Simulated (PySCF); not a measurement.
Molecule: SMILES OB(O)CC[SiH3]. Atoms near the plane z = 0.0 Å, at the GFN2-xTB optimised geometry (x, y, z in Å): C3 (0.0, -0.3, 0.0), B4 (0.8, -1.6, 0.0), O5 (2.2, -1.6, 0.0), O6 (0.2, -2.9, 0.0), H7 (-0.6, 2.9, -0.8), H8 (-2.6, 1.6, -0.9), H12 (-1.0, -0.4, 0.5), H13 (0.5, 0.5, 0.5), H14 (2.6, -0.8, 0.0), H15 (-0.7, -2.9, -0.1).

Method: B3LYP/def2-TZVP run with PySCF. Cells within 0.4 Å of a nucleus heavier than hydrogen are left out (blank, or x). The values are rescaled to run from 0 to 1.

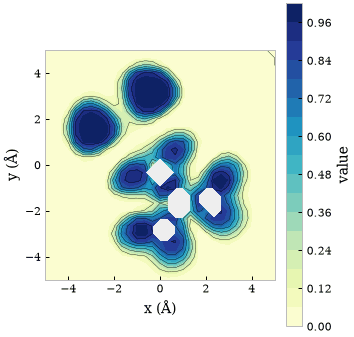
Fig. 1. a field on the plane z = 0.0 Å.

### Question
Which quantity is mapped?
(A) electron localisation function
(B) log10 of the electron density
(C) Laplacian of the electron density
(D) deformation density (molecule minus spherical neutral atoms)

### Answer
A, electron localisation function
